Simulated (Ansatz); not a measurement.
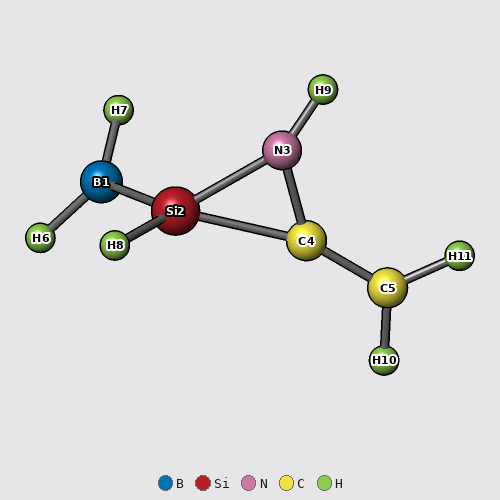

The system is C2H6BNSi, SMILES B[SiH]1NC1=C; the picture shows the reference structure. First axis: dihedral H6–B1–Si2–N3. Second axis: dihedral Si2–C4–C5–H10. Nothing is relaxed (all other coordinates rigid). The scan uses an 18 × 18 grid. Points are written as (first, second). Energies: kcal/mol, counted from the lowest grid point. The dihedral twists a double bond; near 90° a spin-restricted reference is unreliable. Theory: RHF/def2-SVP in Ansatz.

Its coordinates:

```yaml
atoms:
  - { symbol: B, position_ang: [-2.2778, 0.3917, -0.0904] }
  - { symbol: Si, position_ang: [-0.6569, -0.5368, 0.6896] }
  - { symbol: N, position_ang: [0.7608, 0.3307, 1.1334] }
  - { symbol: C, position_ang: [0.9682, -0.2456, -0.1093] }
  - { symbol: C, position_ang: [1.9098, -0.2320, -1.0399] }
  - { symbol: H, position_ang: [-3.1289, -0.2443, -0.6465] }
  - { symbol: H, position_ang: [-2.4019, 1.5820, -0.0417] }
  - { symbol: H, position_ang: [-0.9416, -1.7647, 1.4599] }
  - { symbol: H, position_ang: [1.2147, 1.1285, 1.5296] }
  - { symbol: H, position_ang: [1.7870, -0.7914, -1.9570] }
  - { symbol: H, position_ang: [2.8319, 0.3249, -0.9069] }
```

Range: dihedral H6–B1–Si2–N3 from −180 to 160°; dihedral Si2–C4–C5–H10 from −180 to 160°.

Predict the map.

Answer. The lowest grid point is at (160°, −20°); the map holds 4 wells of about this depth. The highest grid point, (−100°, −100°), lies 78 kcal/mol above the lowest. Round the minimum the two coordinates are nearly uncoupled.

```tsv
dihedral Si2–C4–C5–H10 ↓, dihedral H6–B1–Si2–N3 →	−160	−120	−80	−40	0	40	80	120	160
140	9	10	9	8	9	10	10	9	8
100	50	51	51	50	50	51	51	50	50
60	56	59	60	56	55	58	60	58	55
20	12	14	14	12	11	13	14	13	11
−20	1	2	1	0	0	1	2	1	0
−60	26	27	26	25	26	26	27	26	25
−100	75	77	77	75	74	76	78	76	74
−140	30	33	33	31	30	32	34	32	30
−180	2	3	3	1	1	2	3	2	1
```

The table holds every second grid line.

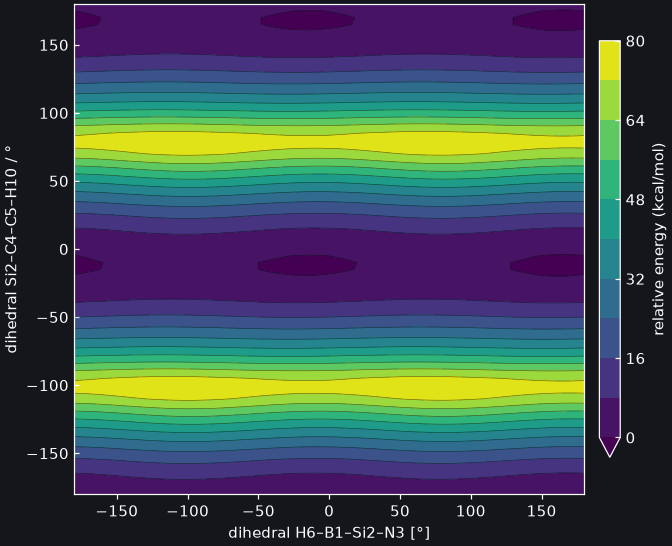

Drawn: filled contours. Between grid points the surface is interpolated.

The whole map (324 points run) took 11 min on 1 thread of Intel(R) Xeon(R) Platinum 8559C (Emerald Rapids), with other jobs on the host.
